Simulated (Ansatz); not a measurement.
A series of calculations on C₂H₇BClFSi

## 1. Relaxation

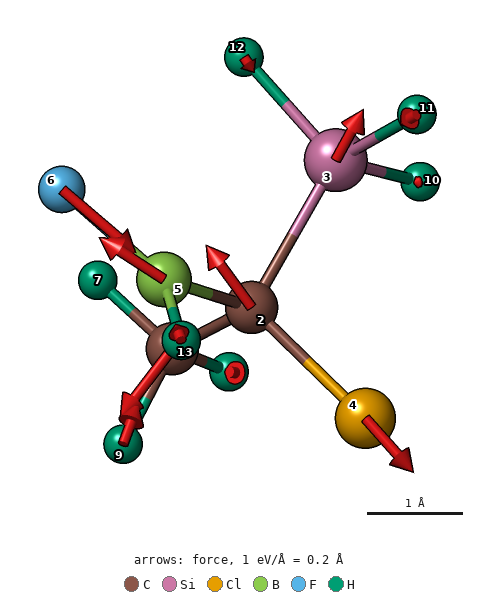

Starting geometry of C₂H₇BClFSi with the computed forces as red arrows. A ball-and-stick model, seen from a free direction.

The run prepares an end point of a later path (torsion) calculation, from a guessed geometry.

The calculation used RKS PBE0/STO-3G (Ansatz 0.2.0).

The input:
```yaml
crystal:
  periodic: [false, false, false]
  atoms:
    - { symbol: C, position_ang: [-0.9899, -0.1939, -1.05] }
    - { symbol: C, position_ang: [-0.3419, 0.231, 0.2435] }
    - { symbol: Si, position_ang: [0.7805, -1.1404, 0.7786] }
    - { symbol: Cl, position_ang: [-1.4849, 0.4978, 1.5157] }
    - { symbol: B, position_ang: [0.5118, 1.5674, 0.0386] }
    - { symbol: F, position_ang: [1.562, 1.655, -0.9342] }
    - { symbol: H, position_ang: [-0.2717, -0.3267, -1.8684] }
    - { symbol: H, position_ang: [-1.5981, -1.0578, -0.9277] }
    - { symbol: H, position_ang: [-1.7241, 0.6779, -1.3429] }
    - { symbol: H, position_ang: [0.042, -2.3745, 1.0192] }
    - { symbol: H, position_ang: [1.4586, -0.7645, 2.075] }
    - { symbol: H, position_ang: [1.8534, -1.3649, -0.2238] }
    - { symbol: H, position_ang: [0.2228, 2.5587, 0.6912] }
basis:
  gaussian: { orbitals: STO-3G }
hamiltonian:
  xc: pbe0
relax:
  f_tol: 0.015
  max_steps: 40
output:
  orbitals: {}
```

Command:
```bash
ansatz run input.yaml --threads 1 --pin off --max-ram 2048MiB --backend cpu --events-out ev --progress --plain --runs-dir out
```

> Is this structure relaxed? If not, where do the atoms go?

It isn't relaxed: the largest force vector, on F6, is 5.18 eV/Å. The final displacements follow the starting forces only in part (cosine between the two patterns 0.31). F6 moves most after the best rigid fit: 1.59 Å. By element the largest moves are F 1.59 Å, H 1.22 Å, Cl 0.29 Å, C 0.20 Å, Si 0.13 Å, B 0.07 Å. Some distances before and after: C2–Cl4 1.731 → 1.892 Å, B5–F6 1.434 → 1.309 Å, C1–H9 1.177 → 1.098 Å, Si3–H11 1.511 → 1.441 Å. Bond angles that change, for instance: Cl4–C2–B5 108.5° → 93.1°, Si3–C2–B5 109.4° → 116.2°, C1–C2–Si3 107.4° → 113.6°. Groups turn about C2–B5 by about 80°. After 22 accepted moves (24 points after the start) the energy has fallen by 1.114 eV. Largest force component: 3.8 eV/Å at the start, 0.012 eV/Å at the end. The line search rejected the trial steps at points 8, 13 of the run. The run took 96 s on 1 thread of Intel(R) Xeon(R) 6975P-C (Granite Rapids), with other jobs on the host, peak memory 0.2 GiB.

Limits of the set-up: STO-3G is a minimal basis, so the numbers are rough.

## 2. Relaxation

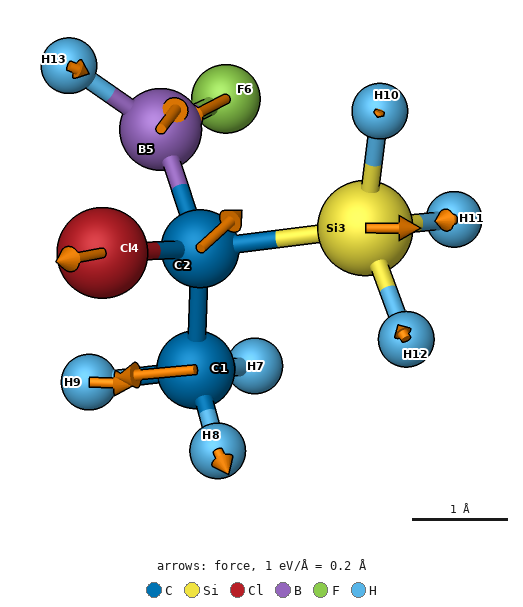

Starting geometry of C2H7BClFSi with the computed forces as orange arrows. The picture is a ball-and-stick view, seen at a tilt.

The run prepares an end point of a later path (torsion) calculation, from a guessed geometry.

These are results of Ansatz, RKS PBE0/STO-3G, not measurements.

The input:
```yaml
crystal:
  periodic: [false, false, false]
  atoms:
    - { symbol: C, position_ang: [-0.9899, -0.1939, -1.05] }
    - { symbol: C, position_ang: [-0.3419, 0.231, 0.2435] }
    - { symbol: Si, position_ang: [0.7805, -1.1404, 0.7786] }
    - { symbol: Cl, position_ang: [-1.4849, 0.4978, 1.5157] }
    - { symbol: B, position_ang: [0.5118, 1.5674, 0.0386] }
    - { symbol: F, position_ang: [1.562, 1.655, -0.9342] }
    - { symbol: H, position_ang: [-0.2717, -0.3267, -1.8684] }
    - { symbol: H, position_ang: [-1.5981, -1.0578, -0.9277] }
    - { symbol: H, position_ang: [-1.7241, 0.6779, -1.3429] }
    - { symbol: H, position_ang: [1.48269, -0.80781, 2.01253] }
    - { symbol: H, position_ang: [1.82876, -1.38123, -0.28203] }
    - { symbol: H, position_ang: [0.0241, -2.40879, 0.93787] }
    - { symbol: H, position_ang: [0.2228, 2.5587, 0.6912] }
basis:
  gaussian: { orbitals: STO-3G }
hamiltonian:
  xc: pbe0
relax:
  f_tol: 0.015
  max_steps: 40
```

Run as
```bash
ansatz run input.yaml --threads 1 --pin off --max-ram 2048MiB --backend cpu --events-out ev --progress --plain --runs-dir out
```

Question: Is this structure relaxed? If not, where do the atoms go?

Answer: It isn't relaxed: the largest force vector, on F6, is 5.19 eV/Å. The final displacements follow the starting forces only in part (cosine between the two patterns 0.31). F6 moves most after the best rigid fit: 1.59 Å. By element the largest moves are F 1.59 Å, H 1.24 Å, Cl 0.28 Å, C 0.21 Å, Si 0.11 Å, B 0.06 Å. Some distances before and after: C2–Cl4 1.731 → 1.891 Å, B5–F6 1.434 → 1.309 Å, C1–H9 1.177 → 1.098 Å, Si3–H11 1.511 → 1.444 Å. Among the angles between lasting bonds that change: Cl4–C2–B5 108.5° → 93.1°, Si3–C2–B5 109.4° → 116.2°, C1–C2–Si3 107.4° → 113.6°. Groups turn about C2–B5 by about 80°. After 23 accepted moves (27 points after the start) the energy has fallen by 25.5 kcal/mol. The largest force component goes from 3.8 to 0.011 eV/Å. The line search rejected the trial steps at points 9, 12, 15, 23 of the run.

Limits of the set-up: STO-3G is a minimal basis, so the numbers are rough.

## 3. Path

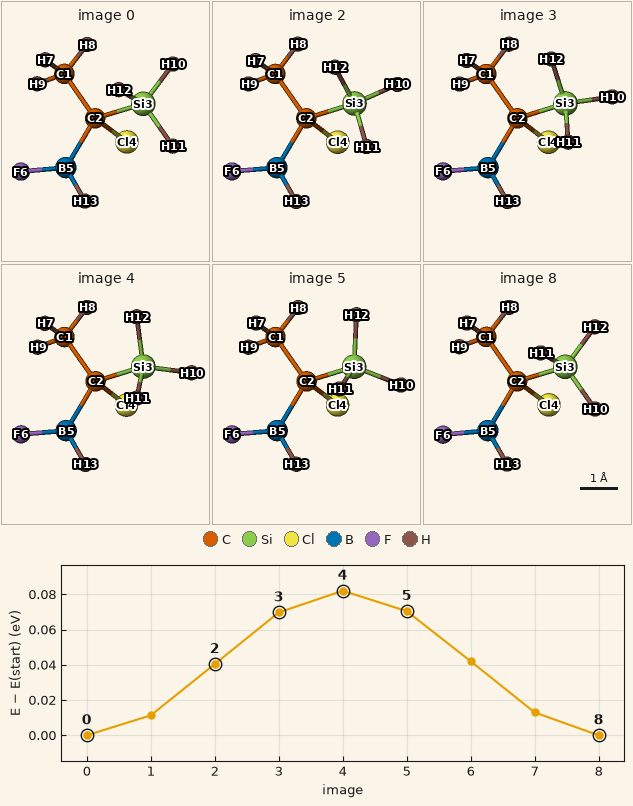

A search for the minimum-energy path of C2H7BClFSi by the nudged elastic band. Images are numbered from 0 (start) to 8 (end). A ball-and-stick model, seen at a tilt.

These are results of RKS PBE0/STO-3G (Ansatz 0.2.0), not measurements. Settings: 7 movable images; climbing image; force threshold 0.03 eV/Å; iteration limit 52; starting path by image-dependent pair potential.

Question: Describe the mechanism and the energy profile.

Answer: The barrier is about 0.082 eV in both directions, with image 4 at the top; the ends have the same energy. The motion is a rotation about the C2–Si3 bond by about 120°. No bond forms or breaks between the ends. The band converged in 5 iterations. The largest component of the band force went from 1.5 to 0.024 eV/Å. The climbing image converged on the top of the path. Its vibrational analysis gives one imaginary mode (132i cm⁻¹), as a transition state must have.

Limits of the set-up: STO-3G is a minimal basis, so the numbers are rough.
